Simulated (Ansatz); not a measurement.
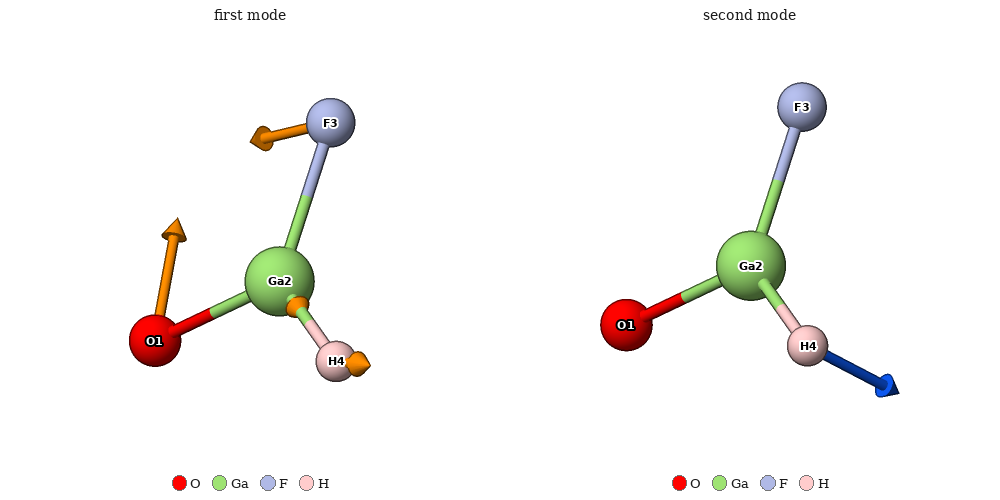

The system is FGaHO, SMILES [O][GaH][F], spin multiplicity 2; the picture shows the reference structure; its two panels give the patterns of the first and the second mode as arrows. 
- Coordinates scanned: (1) normal mode 1 (208 cm⁻¹); (2) normal mode 2 (501 cm⁻¹).
- Nothing is relaxed (straight displacements along the two mass-weighted modes).
- The grid has 15 × 15 points; 120 points were computed and 105 follow by symmetry.
- Points are written as (first, second).
- All energies are given in cm⁻¹ relative to the lowest grid point.
- Computed with UHF/def2-TZVP (Ansatz).

Its coordinates:

```yaml
atoms:
  - { symbol: O, position_ang: [-1.4155, -0.4847, 0.8498] }
  - { symbol: Ga, position_ang: [0.0176, 0.0490, -0.0874] }
  - { symbol: F, position_ang: [1.4867, -0.6302, 0.5165] }
  - { symbol: H, position_ang: [-0.0332, 1.0058, -1.2991] }
```

Range: normal mode 1 (208 cm⁻¹) from −1.945 to 1.945 amu½·Å; normal mode 2 (501 cm⁻¹) from −0.488 to 0.488 amu½·Å.

Q: Predict the map.

A: The lowest grid point is at (0.000 amu½·Å, 0.000 amu½·Å). No other kind of well shows on this grid. The highest grid point, (1.945 amu½·Å, −0.488 amu½·Å), lies 4125 cm⁻¹ above the lowest.

```tsv
normal mode 2 (501 cm⁻¹) ↓, normal mode 1 (208 cm⁻¹) →	−1.945	−1.667	−1.389	−1.111	−0.834	−0.556	−0.278	0.000	0.278	0.556	0.834	1.111	1.389	1.667	1.945
0.488	3508	2829	2275	1839	1510	1283	1154	1120	1184	1351	1628	2028	2565	3258	4125
0.418	3205	2520	1962	1520	1186	955	821	783	843	1006	1280	1678	2214	2905	3772
0.349	2969	2280	1717	1271	933	697	559	518	575	735	1007	1403	1937	2628	3495
0.279	2793	2100	1533	1083	742	503	362	317	372	530	800	1194	1728	2418	3284
0.209	2665	1970	1400	947	603	362	218	172	224	380	649	1042	1575	2265	3131
0.140	2581	1883	1311	856	511	267	122	74	125	280	548	940	1473	2162	3029
0.070	2533	1833	1261	805	458	213	67	18	68	223	490	882	1414	2103	2969
0.000	2517	1817	1244	788	440	196	49	0	50	204	471	863	1395	2084	2950
−0.070	2533	1833	1261	805	458	213	67	18	68	223	490	882	1414	2103	2969
−0.140	2581	1883	1311	856	511	267	122	74	125	280	548	940	1473	2162	3029
−0.209	2665	1970	1400	947	603	362	218	172	224	380	649	1042	1575	2265	3131
−0.279	2793	2100	1533	1083	742	503	362	317	372	530	800	1194	1728	2418	3284
−0.349	2969	2280	1717	1271	933	697	559	518	575	735	1007	1403	1937	2628	3495
−0.418	3205	2520	1962	1520	1186	955	821	783	843	1006	1280	1678	2214	2905	3772
−0.488	3508	2829	2275	1839	1510	1283	1154	1120	1184	1351	1628	2028	2565	3258	4125
```

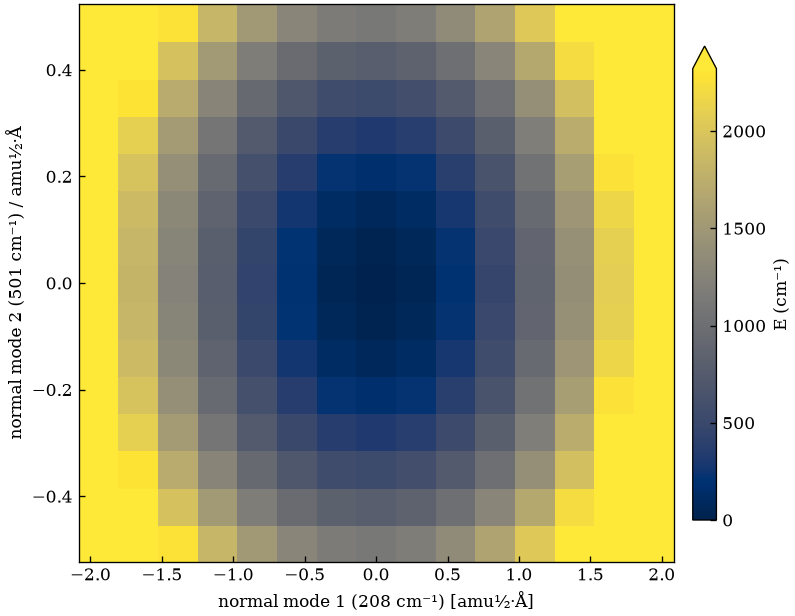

The picture shows one coloured cell a grid point, one colour for all values above the top of the scale.

The whole map (120 points run) took 27 min on 1 thread of Arm Neoverse V2, with other jobs on the host.
